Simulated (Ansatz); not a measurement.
# BHF2 + H2O + H2O: a complex and its separated parts, part 1 of 3

The complex below is one end of an elementary step. How strongly is it bound against its free parts?

Method: PBE0-D4/def2-TZVP structures, single points in def2-TZVPP, no counterpoise correction; program: Ansatz 0.2.0, Gaussian basis.

Levels: SPW92, PBE-D4, BLYP-D4, r2SCAN-D4, B97M-V, PBE0-D4, B3LYP-D4, r2SCAN0-D4, BHLYP-D4, CAM-B3LYP-D4, wB97X-V, wB97M-V, B2PLYP, PBE-QIDH, RPA on PBE, Hartree-Fock, MP2, CCSD, CCSD(T).

Correlated methods freeze the cores. B3LYP uses VWN-RPA correlation. B2PLYP carries no dispersion term here.

113 further runs of the same task are left out: 113 set aside as unsound or not needed. Runs told in other sessions of the task aren't counted.

### 1 The starting structure

The complex: 10 atoms, charge 0, spin multiplicity 1.

Atoms are counted from 1 here; the program's logs count them from 0.

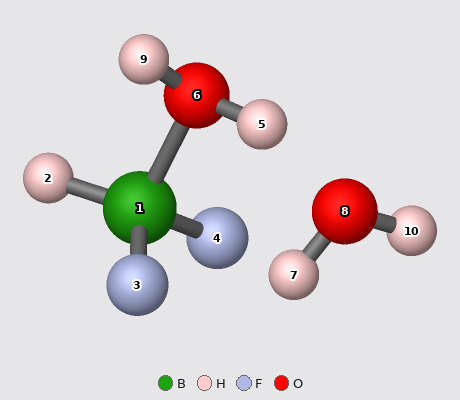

Start geometry, drawn with boron green, hydrogen pink, fluorine light blue, oxygen red; atoms are numbered from 1 in the order of the file.

As a file:

```
atom    x (Å)    y (Å)    z (Å)
  B1  -0.8644  -0.1823  -0.9151
  H2  -2.0342  -0.3207  -1.1697
  F3  -0.1955  -1.3648  -0.5977
  F4  -0.1214   0.6015  -1.7464
  H5   0.1096   0.5507   0.8442
  O6  -0.8294   0.6580   0.4960
  H7   1.4702  -0.7504   0.3895
  O8   1.6164  -0.0046   0.9916
  H9  -1.4397   0.2697   1.1321
 H10   2.2884   0.5430   0.5754
```

Its parts: BHF2 holds atoms 1, 2, 3, 4; H2O holds atoms 5, 6, 9; H2O holds atoms 7, 8, 10. Each part counts its atoms afresh in its own runs.

### 2 Relaxing BHF2 alone

File relax-a/in.yaml:

```yaml
crystal:
  periodic: [false, false, false]
  atoms:
    - {symbol: B, position_ang: [-0.864369, -0.182332, -0.915149]}
    - {symbol: H, position_ang: [-2.034222, -0.320656, -1.169715]}
    - {symbol: F, position_ang: [-0.195511, -1.364819, -0.597721]}
    - {symbol: F, position_ang: [-0.121440, 0.601452, -1.746354]}
basis:
  gaussian: {orbitals: def2-TZVP}
hamiltonian: {xc: pbe0, dispersion: d4}
relax: {f_tol: 0.005, max_steps: 200}
```

Command:

```bash
$ ansatz run in.yaml --threads 4 --pin off --events-out ev --progress --plain --max-ram 9574MiB
```

The program printed, shortened:

```text
Functional definition: PBE0
  name "PBE0"
  cite "Adamo & Barone, J. Chem. Phys. 110, 6158 (1999) doi:10.1063/1.478522"
  cite "Perdew, Burke & Ernzerhof, Phys. Rev. Lett. 77, 3865 (1996) doi:10.1103/PhysRevLett.77.3865"
  parent pbe
[...]
525 factors; their error is unknown
[...]
mean field -6125.06426102 eV, -225.0919598746 hartree, gradient 2.2e-5 eV, S^2 0.000000; 0 other end points of the search recorded, 0 dependent functions left out
[...]
reference -6125.06428461 eV, -225.0919607418 hartree; 12, 12 occupied and 87, 87 virtual orbitals, 525 factors
[...]
525 factors; their error is unknown
[...]
mean field -6125.84377660 eV, -225.1206065439 hartree, gradient 2.5e-5 eV, S^2 0.000000; 1 other end points of the search recorded, 0 dependent functions left out
[...]
reference -6125.84380039 eV, -225.1206074184 hartree; 12, 12 occupied and 87, 87 virtual orbitals, 525 factors
Total energy: -6125.86761205 eV, -225.1214824807 hartree
Atom 0 at    -0.843869    -0.315198    -1.107141 Å, force    -0.001411     0.000451    -0.000365 eV/Å
Atom 1 at    -2.034326    -0.272386    -1.105375 Å, force     0.000362    -0.000764     0.000485 eV/Å
Atom 2 at    -0.202598    -1.311682    -0.541124 Å, force    -0.000052     0.000288    -0.000124 eV/Å
Atom 3 at    -0.134749     0.632912    -1.675299 Å, force     0.001102     0.000025     0.000004 eV/Å
Dipole moment:    -0.184818     0.006606     0.000305 e Å
```

It took 5.5 s on 4 threads of Arm Neoverse N1, shared host.

Along the way:

```
step  energy from step 1 (eV)  largest force component (eV/Å)
   1                   0.0000                          3.7124
   2                  -0.6242                          1.9025
   3                  -0.7601                          0.8151
   4                  -0.7766                          0.1892
   5                  -0.7778                          0.1663
   6                  -0.7794                          0.0539
   7                  -0.7795                          0.0014
```

Close pairs (by a distance rule), those that changed most:

```
 bond  before (Å)  after (Å)  change (Å)
B1–F3       1.395      1.313      -0.082
B1–F4       1.363      1.313      -0.050
B1–H2       1.205      1.191      -0.014
```

### 3 Relaxing H2O alone

File relax-b/in.yaml:

```yaml
crystal:
  periodic: [false, false, false]
  atoms:
    - {symbol: H, position_ang: [0.109648, 0.550675, 0.844248]}
    - {symbol: O, position_ang: [-0.829424, 0.658032, 0.496018]}
    - {symbol: H, position_ang: [-1.439659, 0.269669, 1.132120]}
basis:
  gaussian: {orbitals: def2-TZVP}
hamiltonian: {xc: pbe0, dispersion: d4}
relax: {f_tol: 0.005, max_steps: 200}
```

Command:

```bash
$ ansatz run in.yaml --threads 4 --pin off --events-out ev --progress --plain --max-ram 9574MiB
```

The program printed, shortened:

```text
[... 5 set-up lines as earlier in the session ...]
[...]
239 factors; their error is unknown
[...]
mean field -2078.26525462 eV, -76.3748394084 hartree, gradient 5.9e-5 eV, S^2 0.000000; 0 other end points of the search recorded, 0 dependent functions left out
[...]
reference -2078.33309062 eV, -76.3773323356 hartree; 5, 5 occupied and 38, 38 virtual orbitals, 239 factors
Total energy: -2078.33734642 eV, -76.3774887334 hartree
Atom 0 at     0.064141     0.543618     0.850451 Å, force    -0.000183    -0.000054     0.000074 eV/Å
Atom 1 at    -0.816193     0.663442     0.487892 Å, force     0.000248     0.000216    -0.000367 eV/Å
Atom 2 at    -1.407383     0.271316     1.134043 Å, force    -0.000065    -0.000161     0.000293 eV/Å
Dipole moment:     0.106616    -0.188773     0.371943 e Å
```

Wall time 1.1 s (4 threads of Arm Neoverse N1, shared host).

The steps of the relaxation:

```
step  energy from step 1 (eV)  largest force component (eV/Å)
   1                   0.0000                          2.2225
   2                  -0.0636                          0.5637
   3                  -0.0676                          0.0765
   4                  -0.0677                          0.0321
   5                  -0.0678                          0.0004
```

Distances of close pairs at the start and the end, largest changes first:

```
 bond  before (Å)  after (Å)  change (Å)
H1–O2       1.007      0.960      -0.048
O2–H3       0.963      0.960      -0.004
```

### 4 Relaxing H2O alone

File relax-c/in.yaml:

```yaml
crystal:
  periodic: [false, false, false]
  atoms:
    - {symbol: H, position_ang: [1.470153, -0.750444, 0.389510]}
    - {symbol: O, position_ang: [1.616425, -0.004561, 0.991608]}
    - {symbol: H, position_ang: [2.288402, 0.542985, 0.575435]}
basis:
  gaussian: {orbitals: def2-TZVP}
hamiltonian: {xc: pbe0, dispersion: d4}
relax: {f_tol: 0.005, max_steps: 200}
```

Command:

```bash
$ ansatz run in.yaml --threads 4 --pin off --events-out ev --progress --plain --max-ram 9574MiB
```

The program printed, shortened:

```text
[... 5 set-up lines as earlier in the session ...]
[...]
239 factors; their error is unknown
[...]
mean field -2078.32951567 eV, -76.3772009586 hartree, gradient 1.9e-5 eV, S^2 0.000000; 0 other end points of the search recorded, 0 dependent functions left out
[...]
reference -2078.33309037 eV, -76.3773323264 hartree; 5, 5 occupied and 38, 38 virtual orbitals, 239 factors
Total energy: -2078.33734639 eV, -76.3774887323 hartree
Atom 0 at     1.475775    -0.741328     0.391041 Å, force    -0.000741     0.000333     0.001494 eV/Å
Atom 1 at     1.614169    -0.006680     0.992696 Å, force     0.001562    -0.000549    -0.002981 eV/Å
Atom 2 at     2.285037     0.535988     0.572817 Å, force    -0.000821     0.000216     0.001487 eV/Å
Dipole moment:     0.196320    -0.070782    -0.376633 e Å
```

Run time: 0.95 s. Hardware: 4 threads of Arm Neoverse N1, shared host.

Along the way:

```
step  energy from step 1 (eV)  largest force component (eV/Å)
   1                   0.0000                          0.4500
   2                  -0.0033                          0.0990
   3                  -0.0035                          0.0213
   4                  -0.0035                          0.0030
```

Close pairs (by a distance rule), those that changed most:

```
 bond  before (Å)  after (Å)  change (Å)
H1–O2       0.970      0.960      -0.010
O2–H3       0.962      0.960      -0.002
```

### 5 SPW92/def2-TZVPP

File parta/in.yaml:

```yaml
crystal:
  periodic: [false, false, false]
  atoms:
    - {symbol: B, position_ang: [-0.843869, -0.315198, -1.107141]}
    - {symbol: H, position_ang: [-2.034326, -0.272386, -1.105375]}
    - {symbol: F, position_ang: [-0.202598, -1.311682, -0.541124]}
    - {symbol: F, position_ang: [-0.134749, 0.632912, -1.675299]}
basis:
  gaussian: {orbitals: def2-TZVPP}
hamiltonian: {xc: lda}
```

File partb/in.yaml:

```yaml
crystal:
  periodic: [false, false, false]
  atoms:
    - {symbol: H, position_ang: [0.064141, 0.543618, 0.850451]}
    - {symbol: O, position_ang: [-0.816193, 0.663442, 0.487892]}
    - {symbol: H, position_ang: [-1.407383, 0.271316, 1.134043]}
basis:
  gaussian: {orbitals: def2-TZVPP}
hamiltonian: {xc: lda}
```

File partc/in.yaml:

```yaml
crystal:
  periodic: [false, false, false]
  atoms:
    - {symbol: H, position_ang: [1.475775, -0.741328, 0.391041]}
    - {symbol: O, position_ang: [1.614169, -0.006680, 0.992696]}
    - {symbol: H, position_ang: [2.285037, 0.535988, 0.572817]}
basis:
  gaussian: {orbitals: def2-TZVPP}
hamiltonian: {xc: lda}
```

Each run has its own folder and the same command.

Command:

```bash
$ ansatz run in.yaml --threads 4 --pin off --events-out ev --progress --plain --max-ram 9574MiB
```

parta printed, shortened:

```text
Functional definition: SPW92
  name "SPW92"
  cite "Dirac, Proc. Camb. Phil. Soc. 26, 376 (1930) doi:10.1017/S0305004100016108"
  cite "Slater, Phys. Rev. 81, 385 (1951) doi:10.1103/PhysRev.81.385"
  cite "Perdew & Wang, Phys. Rev. B 45, 13244 (1992) doi:10.1103/PhysRevB.45.13244"
[...]
540 factors; their error is unknown
[...]
mean field -6089.65062297 eV, -223.7905326809 hartree, gradient 4.5e-5 eV, S^2 0.000000; 0 other end points of the search recorded, 0 dependent functions left out
reference -6089.65065426 eV, -223.7905338306 hartree; 12, 12 occupied and 95, 95 virtual orbitals, 540 factors
Total energy: -6089.65065426 eV, -223.7905338306 hartree
```

Log of partb, shortened:

```text
[... 5 set-up lines as earlier in the session ...]
[...]
269 factors; their error is unknown
[...]
mean field -2065.39694140 eV, -75.9019376201 hartree, gradient 5.3e-5 eV, S^2 0.000000; 0 other end points of the search recorded, 0 dependent functions left out
reference -2065.39696023 eV, -75.9019383121 hartree; 5, 5 occupied and 54, 54 virtual orbitals, 269 factors
Total energy: -2065.39696023 eV, -75.9019383121 hartree
```

partc printed, shortened:

```text
[... 5 set-up lines as earlier in the session ...]
[...]
269 factors; their error is unknown
[...]
mean field -2065.39697249 eV, -75.9019387625 hartree, gradient 5.3e-5 eV, S^2 0.000000; 0 other end points of the search recorded, 0 dependent functions left out
reference -2065.39699132 eV, -75.9019394547 hartree; 5, 5 occupied and 54, 54 virtual orbitals, 269 factors
Total energy: -2065.39699132 eV, -75.9019394547 hartree
```

They took 0.35 s (parta), 0.15 s (partb), 0.2 s (partc) on 4 threads of Arm Neoverse N1, shared host.

### 6 PBE-D4/def2-TZVPP

The same edit goes into each in.yaml of step 5 (parta, partb, partc):

```diff
-hamiltonian: {xc: lda}
+hamiltonian: {xc: pbe, dispersion: d4}
```

One command serves all of them, each in its own folder.

Command:

```bash
$ ansatz run in.yaml --threads 4 --pin off --events-out ev --progress --plain --max-ram 9574MiB
```

parta printed, shortened:

```text
Functional definition: PBE
  name "PBE"
[... 2 set-up lines as earlier in the session ...]
[...]
540 factors; their error is unknown
[...]
mean field -6125.67703281 eV, -225.1144788229 hartree, gradient 4.3e-5 eV, S^2 0.000000; 0 other end points of the search recorded, 0 dependent functions left out
reference -6125.67706691 eV, -225.1144800758 hartree; 12, 12 occupied and 95, 95 virtual orbitals, 540 factors
Total energy: -6125.70637681 eV, -225.1155571948 hartree
```

partb printed, shortened:

```text
[... 4 set-up lines as earlier in the session ...]
[...]
269 factors; their error is unknown
[...]
mean field -2078.40756532 eV, -76.3800692302 hartree, gradient 4.4e-5 eV, S^2 0.000000; 0 other end points of the search recorded, 0 dependent functions left out
reference -2078.40758579 eV, -76.3800699825 hartree; 5, 5 occupied and 54, 54 virtual orbitals, 269 factors
Total energy: -2078.41290282 eV, -76.3802653797 hartree
```

partc printed, shortened:

```text
[... 4 set-up lines as earlier in the session ...]
[...]
269 factors; their error is unknown
[...]
mean field -2078.40761279 eV, -76.3800709749 hartree, gradient 4.4e-5 eV, S^2 0.000000; 0 other end points of the search recorded, 0 dependent functions left out
reference -2078.40763327 eV, -76.3800717273 hartree; 5, 5 occupied and 54, 54 virtual orbitals, 269 factors
Total energy: -2078.41295057 eV, -76.3802671345 hartree
```

Times: 0.55 s (parta), 0.25 s (partb), 0.2 s (partc) on 4 threads of Arm Neoverse N1, shared host.

### 7 BLYP-D4/def2-TZVPP

The same edit goes into each in.yaml of step 6 (parta, partb, partc):

```diff
-hamiltonian: {xc: pbe, dispersion: d4}
+hamiltonian: {xc: {name: BLYP}, dispersion: d4}
```

Each run has its own folder and the same command.

Command:

```bash
$ ansatz run in.yaml --threads 4 --pin off --events-out ev --progress --plain --max-ram 9574MiB
```

Output in parta, shortened:

```text
Functional definition: BLYP
  name "BLYP"
  cite "Becke, Phys. Rev. A 38, 3098 (1988) doi:10.1103/PhysRevA.38.3098"
  cite "Lee, Yang & Parr, Phys. Rev. B 37, 785 (1988) doi:10.1103/PhysRevB.37.785"
[...]
540 factors; their error is unknown
[...]
mean field -6131.39893101 eV, -225.3247547031 hartree, gradient 6.2e-5 eV, S^2 0.000000; 0 other end points of the search recorded, 0 dependent functions left out
reference -6131.39919069 eV, -225.3247642461 hartree; 12, 12 occupied and 95, 95 virtual orbitals, 540 factors
Total energy: -6131.46840406 eV, -225.3273077908 hartree
```

Log of partb, shortened:

```text
[... 4 set-up lines as earlier in the session ...]
[...]
269 factors; their error is unknown
[...]
mean field -2080.27678076 eV, -76.4487616307 hartree, gradient 8.7e-5 eV, S^2 0.000000; 0 other end points of the search recorded, 0 dependent functions left out
reference -2080.27697031 eV, -76.4487685965 hartree; 5, 5 occupied and 54, 54 virtual orbitals, 269 factors
Total energy: -2080.28981266 eV, -76.4492405441 hartree
```

Log of partc, shortened:

```text
[... 4 set-up lines as earlier in the session ...]
[...]
269 factors; their error is unknown
[...]
mean field -2080.27682501 eV, -76.4487632567 hartree, gradient 8.6e-5 eV, S^2 0.000000; 0 other end points of the search recorded, 0 dependent functions left out
reference -2080.27701455 eV, -76.4487702225 hartree; 5, 5 occupied and 54, 54 virtual orbitals, 269 factors
Total energy: -2080.28985757 eV, -76.4492421945 hartree
```

Wall times: 0.5 s (parta), 0.25 s (partb), 0.25 s (partc) on 4 threads of Arm Neoverse N1, shared host.

### 8 r2SCAN-D4/def2-TZVPP

Each input of step 7 (parta, partb, partc) changes in the same lines:

```diff
-hamiltonian: {xc: {name: BLYP}, dispersion: d4}
+hamiltonian: {xc: r2scan, dispersion: d4}
```

The same command starts each run, in its folder.

Command:

```bash
$ ansatz run in.yaml --threads 4 --pin off --events-out ev --progress --plain --max-ram 9574MiB
```

Log of parta, shortened:

```text
Functional definition: r2SCAN
  name "r2SCAN"
  cite "Furness, Kaplan, Ning, Perdew & Sun, J. Phys. Chem. Lett. 11, 8208 (2020) doi:10.1021/acs.jpclett.0c02405"
  cite "Furness, Kaplan, Ning, Perdew & Sun, J. Phys. Chem. Lett. 11, 9248 (2020) doi:10.1021/acs.jpclett.0c03077"
  parent r2scan
[...]
540 factors; their error is unknown
[...]
mean field -6129.34432028 eV, -225.2492491515 hartree, gradient 2.4e-5 eV, S^2 0.000000; 0 other end points of the search recorded, 0 dependent functions left out
reference -6129.34432977 eV, -225.2492495003 hartree; 12, 12 occupied and 95, 95 virtual orbitals, 540 factors
Total energy: -6129.35102087 eV, -225.2494953938 hartree
```

Output in partb, shortened:

```text
[... 5 set-up lines as earlier in the session ...]
[...]
269 factors; their error is unknown
[...]
mean field -2079.58114482 eV, -76.4231974813 hartree, gradient 8.5e-5 eV, S^2 0.000000; 0 other end points of the search recorded, 0 dependent functions left out
reference -2079.58115002 eV, -76.4231976725 hartree; 5, 5 occupied and 54, 54 virtual orbitals, 269 factors
Total energy: -2079.58242254 eV, -76.4232444368 hartree
```

Output in partc, shortened:

```text
[... 5 set-up lines as earlier in the session ...]
[...]
269 factors; their error is unknown
[...]
mean field -2079.58116702 eV, -76.4231982971 hartree, gradient 8.5e-5 eV, S^2 0.000000; 0 other end points of the search recorded, 0 dependent functions left out
reference -2079.58117222 eV, -76.4231984883 hartree; 5, 5 occupied and 54, 54 virtual orbitals, 269 factors
Total energy: -2079.58244481 eV, -76.4232452550 hartree
```

Wall times: 1.3 s (parta), 0.7 s (partb), 0.7 s (partc) on 4 threads of Arm Neoverse N1, shared host.

### 9 B97M-V/def2-TZVPP

Each input of step 8 (parta, partb, partc) changes in the same lines:

```diff
-hamiltonian: {xc: r2scan, dispersion: d4}
+hamiltonian: {xc: {name: B97M-V}}
```

The same command starts each run, in its folder.

Command:

```bash
$ ansatz run in.yaml --threads 4 --pin off --events-out ev --progress --plain --max-ram 9574MiB
```

parta printed, shortened:

```text
Functional definition: B97M-V
  name "B97M-V"
  cite "Mardirossian & Head-Gordon, J. Chem. Phys. 142, 074111 (2015) doi:10.1063/1.4907719"
  cite "Becke, J. Chem. Phys. 107, 8554 (1997) doi:10.1063/1.475007"
  cite "Vydrov & Van Voorhis, J. Chem. Phys. 133, 244103 (2010) doi:10.1063/1.3521275"
  # Of w^i u^j: cxij and so on, Table III.
[...]
  gx(w, u) = cx00 + cx01*u + cx02*u^2 + (cx10 + cx11*u)*w
[...]
  gos(w, u) = cos00 + cos01*u + cos03*u^3 + cos10*w + cos32*w^3*u^2
[...]
      + integral(e_c_pw_mod_opposite_spin*gos(b97_w_opposite, b97_u_opposite)) + vv10(b, c)
540 factors; their error is unknown
[...]
mean field -6130.36062106 eV, -225.2865975164 hartree, gradient 7.3e-5 eV, S^2 0.000000; 0 other end points of the search recorded, 0 dependent functions left out
reference -6130.36066863 eV, -225.2865992645 hartree; 12, 12 occupied and 95, 95 virtual orbitals, 540 factors
Total energy: -6130.36066863 eV, -225.2865992645 hartree
```

partb printed, shortened:

```text
[... 5 set-up lines as earlier in the session ...]
  # Of w^i u^j: cxij and so on, Table III.
[...]
  gx(w, u) = cx00 + cx01*u + cx02*u^2 + (cx10 + cx11*u)*w
[...]
  gos(w, u) = cos00 + cos01*u + cos03*u^3 + cos10*w + cos32*w^3*u^2
[...]
      + integral(e_c_pw_mod_opposite_spin*gos(b97_w_opposite, b97_u_opposite)) + vv10(b, c)
269 factors; their error is unknown
[...]
mean field -2079.93551047 eV, -76.4362201787 hartree, gradient 2.9e-5 eV, S^2 0.000000; 0 other end points of the search recorded, 0 dependent functions left out
reference -2079.93553728 eV, -76.4362211641 hartree; 5, 5 occupied and 54, 54 virtual orbitals, 269 factors
Total energy: -2079.93553728 eV, -76.4362211641 hartree
```

Log of partc, shortened:

```text
[... 5 set-up lines as earlier in the session ...]
  # Of w^i u^j: cxij and so on, Table III.
[...]
  gx(w, u) = cx00 + cx01*u + cx02*u^2 + (cx10 + cx11*u)*w
[...]
  gos(w, u) = cos00 + cos01*u + cos03*u^3 + cos10*w + cos32*w^3*u^2
[...]
      + integral(e_c_pw_mod_opposite_spin*gos(b97_w_opposite, b97_u_opposite)) + vv10(b, c)
269 factors; their error is unknown
[...]
mean field -2079.93553018 eV, -76.4362209033 hartree, gradient 2.9e-5 eV, S^2 0.000000; 0 other end points of the search recorded, 0 dependent functions left out
reference -2079.93555700 eV, -76.4362218887 hartree; 5, 5 occupied and 54, 54 virtual orbitals, 269 factors
Total energy: -2079.93555700 eV, -76.4362218887 hartree
```

Wall times: 1.9 s (parta), 0.7 s (partb), 0.7 s (partc) on 4 threads of Arm Neoverse N1, shared host.

### 10 PBE0-D4/def2-TZVPP

Each input of step 9 (parta, partb, partc) changes in the same lines:

```diff
-hamiltonian: {xc: {name: B97M-V}}
+hamiltonian: {xc: pbe0, dispersion: d4}
+output: {orbitals: {seedname: orbitals}}
```

One command serves all of them, each in its own folder.

Command:

```bash
$ ansatz run in.yaml --threads 4 --pin off --events-out ev --progress --plain --max-ram 9574MiB
```

Log of parta, shortened:

```text
[... 5 set-up lines as earlier in the session ...]
[...]
540 factors; their error is unknown
[...]
mean field -6125.84931889 eV, -225.1208102193 hartree, gradient 3.6e-5 eV, S^2 0.000000; 0 other end points of the search recorded, 0 dependent functions left out
reference -6125.84934269 eV, -225.1208110941 hartree; 12, 12 occupied and 95, 95 virtual orbitals, 540 factors
Total energy: -6125.87315435 eV, -225.1216861564 hartree
```

partb printed, shortened:

```text
[... 5 set-up lines as earlier in the session ...]
[...]
269 factors; their error is unknown
[...]
mean field -2078.42781996 eV, -76.3808135746 hartree, gradient 1.2e-5 eV, S^2 0.000000; 0 other end points of the search recorded, 0 dependent functions left out
reference -2078.42783446 eV, -76.3808141076 hartree; 5, 5 occupied and 54, 54 virtual orbitals, 269 factors
Total energy: -2078.43209027 eV, -76.3809705054 hartree
```

Output in partc, shortened:

```text
[... 5 set-up lines as earlier in the session ...]
[...]
269 factors; their error is unknown
[...]
mean field -2078.42782404 eV, -76.3808137247 hartree, gradient 1.2e-5 eV, S^2 0.000000; 0 other end points of the search recorded, 0 dependent functions left out
reference -2078.42783855 eV, -76.3808142577 hartree; 5, 5 occupied and 54, 54 virtual orbitals, 269 factors
Total energy: -2078.43209457 eV, -76.3809706636 hartree
```

Times: 0.55 s (parta), 0.25 s (partb), 0.25 s (partc) on 4 threads of Arm Neoverse N1, shared host.

(Continued in part 2 of 3.)
